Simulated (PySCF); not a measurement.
SMILES [Br][GaH][Br] (HBr₂Ga) at its PBE0/def2-SVP optimised geometry (Å):

```
4

Ga    -0.6340     0.3625     0.0000
H     -1.4528     1.6796     0.0000
Br    -1.6442    -1.6796    -0.0015
Br     1.6442     0.3625     0.0000
```

Method: PBE0/def2-TZVP run with PySCF. Cells within 0.4 Å of a nucleus heavier than hydrogen are left out (blank, or x).

Map of the deformation density (molecule minus spherical neutral atoms) (e/bohr³) on the plane z = 0.0 Å:

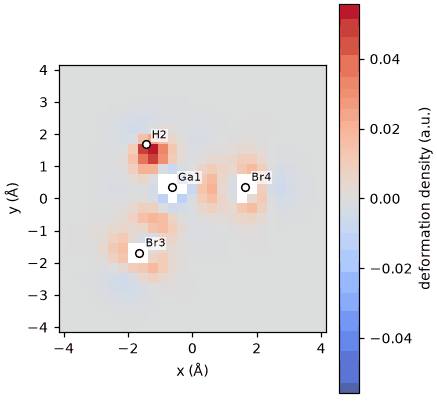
Figure. Deformation density (molecule minus spherical neutral atoms) (e/bohr³) on the plane z = 0.0 Å.
